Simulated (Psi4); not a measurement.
# CH4SSi (SMILES C[Si]S): a chain of runs

We compute a geometry optimisation (HF/6-31G*), then vibrational wavenumbers, then the energy (MP2/cc-pVTZ) of CH4SSi. 

Program for the calculation: Psi4 1.11.

## Step 1: Starting point

CH4SSi: 7 atoms, total charge 0, spin state singlet. As SMILES, `C[Si]S`. Geometry: relaxed at PBE0-D4/def2-TZVP. This is one conformer, not always the lowest. The run starts from this shape.

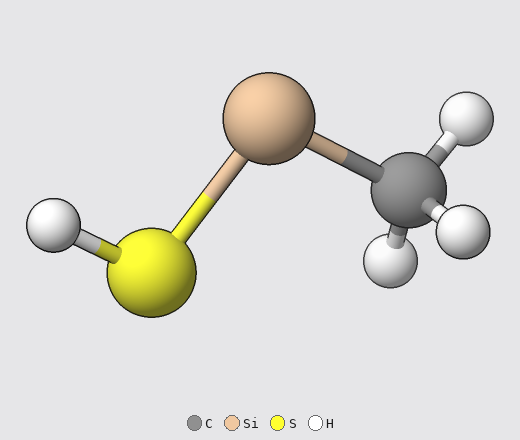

The structure, seen from a chosen angle (carbon grey, silicon light orange, sulfur yellow, hydrogen white).

## Step 2: A structure relaxation at HF/6-31G(d) (density fitting, Cartesian functions) (run 1)

File job.dat:

```
memory 1600 MB

molecule {
  C     -0.832900     0.619900    -0.259300
  Si     0.524600     0.221700     1.009400
  S      1.327900    -1.447800    -0.043800
  H     -1.182900    -0.218500    -0.865200
  H     -0.416500     1.374800    -0.940400
  H     -1.686600     1.089200     0.237000
  H      2.327500    -1.707400     0.816400
  symmetry c1
}

set {
  basis 6-31G*
  geom_maxiter 60
}

e, wfn = optimize('hf', return_wfn=True)
print_variables()
```

The run is started by

```
$ psi4 -i job.dat -o job.out -n 1
```

job.out:

```text
[...]
  Running in c1 symmetry.
[...]
  Nuclear repulsion =  132.161709264409154
[...]
  Multiplicity = 1
[...]
  Nalpha       = 20
  Nbeta        = 20
[...]
    Number of basis functions: 61
[...]
   @DF-RHF iter   1:  -726.54186578650933   -6.02629e-01   5.25995e-03 ADIIS/DIIS
[...]
   @DF-RHF iter   8:  -726.61613961485000   -3.86535e-12   7.26339e-09 DIIS
[...]
    Orbital Energies [Eh]
    ---------------------
    Doubly Occupied:
       1A    -91.937425     2A    -68.799457     3A    -11.215288
       4A     -8.952727     5A     -6.635495     6A     -6.633709
       7A     -6.632567     8A     -6.152928     9A     -4.255950
      10A     -4.254938    11A     -4.252938    12A     -0.984005
      13A     -0.943136    14A     -0.635807    15A     -0.573784
      16A     -0.564191    17A     -0.516873    18A     -0.446439
      19A     -0.389553    20A     -0.323872
[...]
  @DF-RHF Final Energy:  -726.61613961485000
   => Energetics <=
    Nuclear Repulsion Energy =            131.2813341548698531
    One-Electron Energy =               -1265.5927828442995633
    Two-Electron Energy =                 407.6953090745796544
    Total Energy =                       -726.6161396148499989
[...]
  -Total Gradient:
     Atom            X                  Y                   Z
    ------   -----------------  -----------------  -----------------
       1       -0.000052614687    -0.000011548094     0.000027295283
       2        0.000010941725     0.000030273915     0.000014315923
       3        0.000011094248    -0.000020630477    -0.000012419755
       4        0.000001009067     0.000013279820    -0.000010506767
       5        0.000028835837    -0.000005527889     0.000007440314
       6        0.000011250359    -0.000014420793    -0.000018649875
       7       -0.000010516549     0.000008573520    -0.000007475118
[...]
```

Standard output:

```text
Optimizer: Optimization complete!
```

It took 5.7 s on 1 thread of Intel Xeon 6975P-C (Granite Rapids), shared host; peak memory 0.23 GiB.

The path in brief:

```
step  energy from the first frame kept (eV)  largest force (eV/Å)
   0                                 0.0000                0.7584
   1                                -0.0168                0.2050
   2                                -0.0155                0.1137
   3                                -0.0202                0.1012
   4                                -0.0208                0.0291
   5                                -0.0212                0.0282
   6                                -0.0215                0.0169
   7                                -0.0216                0.0071
   8                                -0.0216                0.0031
```

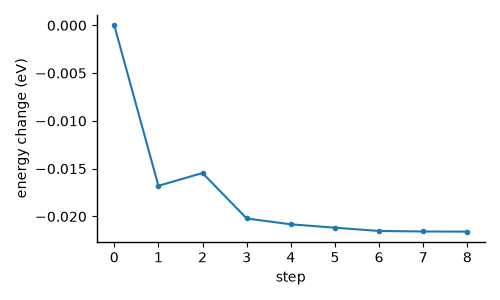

Energy along the run.

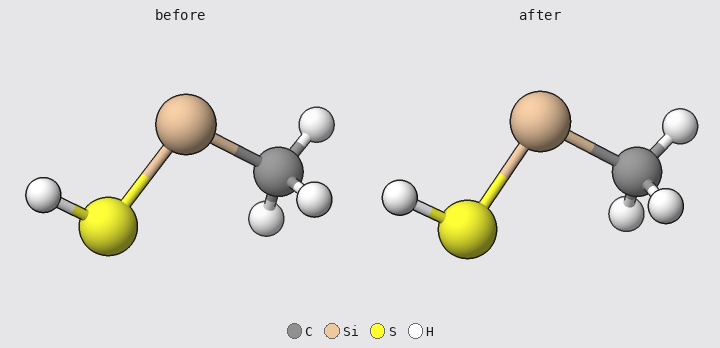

Before and after, at one scale.

After the run. Bond lengths: C1–Si2 1.914 Å, Si2–S3 2.149 Å, C1–H4 1.087 Å, C1–H5 1.090 Å, C1–H6 1.086 Å, S3–H7 1.327 Å. Angles: C1–Si2–S3 96.7°, Si2–C1–H4 113.8°, Si2–C1–H5 109.4°, Si2–C1–H6 110.5°, Si2–S3–H7 98.9°, H4–C1–H5 107.1°, H4–C1–H6 108.4°, H5–C1–H6 107.3°.

## Step 3: The harmonic vibrations at HF/6-31G(d) (density fitting, Cartesian functions) (run 2)

File ch4ssi.in:

```
memory 1600 mb

molecule {
  0 1
  C     -0.856213     0.628261    -0.263206
  Si     0.398186     0.103567     1.083495
  S      1.447009    -1.347891    -0.104261
  H     -1.294794    -0.206844    -0.802834
  H     -0.356347     1.259130    -0.998544
  H     -1.659200     1.215102     0.172229
  H      2.360058    -1.718990     0.784663
}

set t 400.0
set rotational_symmetry_number 1

energy_value, wavefunction = freq('hf/6-31G*', return_wfn=True)
print_variables()
```

The run is started by

```
$ psi4 ch4ssi.in ch4ssi.out -n 1
```

ch4ssi.out:

```text
[...]
  Running in c1 symmetry.
[...]
  Nuclear repulsion =  131.281329641735027
[...]
  Multiplicity = 1
[...]
  Nalpha       = 20
  Nbeta        = 20
[...]
    Number of basis functions: 61
[...]
   @DF-RHF iter   1:  -726.54308985756109   -6.21194e-01   5.26224e-03 ADIIS/DIIS
[...]
  -Total Gradient:
     Atom            X                  Y                   Z
    ------   -----------------  -----------------  -----------------
       1       -0.000052480992    -0.000011421244     0.000027419130
       2        0.000010844756     0.000030460888     0.000014285329
       3        0.000011321707    -0.000020784224    -0.000012322569
       4        0.000000908892     0.000013162670    -0.000010589985
       5        0.000028827738    -0.000005558078     0.000007494733
       6        0.000011282960    -0.000014475834    -0.000018662254
       7       -0.000010705069     0.000008615827    -0.000007624376
[...]
   @DF-RHF iter  12:  -726.61613961456624   -9.09495e-13   3.34608e-09 DIIS
[...]
  @DF-RHF Final Energy:  -726.61613961456624
   => Energetics <=
    Nuclear Repulsion Energy =            131.2813296417350273
    One-Electron Energy =               -1265.5927721107984780
    Two-Electron Energy =                 407.6953028544970721
    Total Energy =                       -726.6161396145663502
[...]
  ==> Harmonic Vibrational Analysis <==
[...]
  Freq [cm^-1]                 41.0038             235.2455            439.7867
[...]
  IR activ [km/mol]             0.1835              5.1685              8.5650
[...]
  Freq [cm^-1]                 518.5743            676.6881            746.4985
[...]
  Freq [cm^-1]                 806.4899            940.1737           1442.7031
[...]
  Freq [cm^-1]                1588.3768           1605.6052           2910.6719
[...]
  Freq [cm^-1]                3175.4784           3243.7389           3270.5577
[...]
```

On the terminal:

```text
Warning: used thermodynamics relations inappropriate for low-frequency modes: ['41.0038' '235.2455' '439.7867' '518.5743']
```

Run time: 12 s. Hardware: 1 thread of Intel Xeon 6975P-C (Granite Rapids), shared host; peak memory 0.29 GiB.

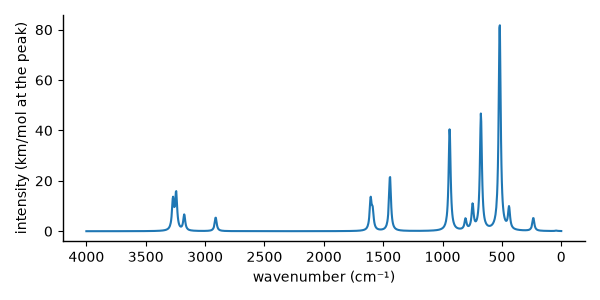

Harmonic infrared spectrum, unscaled, lines broadened by 10 cm⁻¹.

## Step 4: The energy at MP2/cc-pVTZ (density fitting, density fitting for correlation) (run 3)

File job.dat:

```
memory 1.6 GB

molecule {
  0 1
  C     -1.61800807     1.18724122    -0.49738725
  Si     0.75246249     0.19571327     2.04750881
  S      2.73445071    -2.54714484    -0.19702474
  H     -2.44680605    -0.39087851    -1.51713638
  H     -0.67339824     2.37941086    -1.88697468
  H     -3.13543359     2.29620999     0.32546564
  H      4.45986326    -3.24842031     1.48279817
  units au
}

set reference rhf
set freeze_core true

energy('mp2/cc-pVTZ')
```

The run is started by

```
$ psi4 job.dat job.out -n 1
```

job.out:

```text
[...]
  Running in c1 symmetry.
[...]
  Nuclear repulsion =  131.281329603262492
[...]
  Multiplicity = 1
[...]
  Nalpha       = 20
  Nbeta        = 20
[...]
    Number of basis functions: 154
[...]
   @DF-RHF iter   1:  -726.60209407065702   -5.97528e-01   2.63901e-03 ADIIS/DIIS
[...]
   @DF-RHF iter  12:  -726.70172179619601   -7.38964e-12   3.67932e-09 DIIS
[...]
  @DF-RHF Final Energy:  -726.70172179619601
   => Energetics <=
    Nuclear Repulsion Energy =            131.2813296032624919
    One-Electron Energy =               -1265.7805649708161582
    Two-Electron Energy =                 407.7975135713576265
    Total Energy =                       -726.7017217961960114
[...]
 Multipole Moments:
 ------------------------------------------------------------------------------------
     Multipole            Electronic (a.u.)      Nuclear  (a.u.)        Total (a.u.)
 ------------------------------------------------------------------------------------
 L = 1.  Multiply by 2.5417464519 to convert [e a0] to [Debye]
 Dipole X            :          2.9736969           -3.1520010           -0.1783041
 Dipole Y            :         -1.9082317            2.0856728            0.1774411
 Dipole Z            :          1.9413491           -1.9190161            0.0223330
 Magnitude           :                                                    0.2525400
[...]
```

Run time: 3.3 s. Hardware: 1 thread of Intel Xeon 6975P-C (Granite Rapids), shared host; peak memory 0.36 GiB.

## Step 5: Outcome

| quantity | value |
| --- | --- |
| run 1, HF/6-31G*: total energy at the end | -726.61614 Eh |
| run 1, HF/6-31G*: dipole moment | 0.95 D |
| run 1, HF/6-31G*: HOMO energy | -8.81 eV |
| run 1, HF/6-31G*: LUMO energy | 0.94 eV |
| run 1, HF/6-31G*: HOMO–LUMO gap | 9.75 eV |
| run 2, HF/6-31G*: lowest harmonic wavenumber | 41 cm⁻¹ |
| run 2, HF/6-31G*: highest harmonic wavenumber | 3271 cm⁻¹ |
| run 2, HF/6-31G*: zero-point energy | 129.4 kJ/mol |
| run 2, HF/6-31G*: ideal-gas entropy at 400 K (symmetry number 1 as used) | 78.5 cal/(mol K) |
| run 3, MP2/cc-pVTZ: total energy | -727.16035 Eh |
| run 3, MP2/cc-pVTZ: HOMO energy (Hartree–Fock orbitals) | -8.77 eV |
| run 3, MP2/cc-pVTZ: LUMO energy (Hartree–Fock orbitals) | 1.03 eV |
| run 3, MP2/cc-pVTZ: HOMO–LUMO gap (Hartree–Fock orbitals) | 9.80 eV |
| run 3, MP2/cc-pVTZ: correlation energy (11 core orbitals frozen) | -458.6 mEh |

In words: The optimisation (run 1, HF/6-31G*) took 9 steps and changed the energy by -0.022 eV. All 15 modes (run 2, HF/6-31G*) are real, so the shape is a minimum at this level.
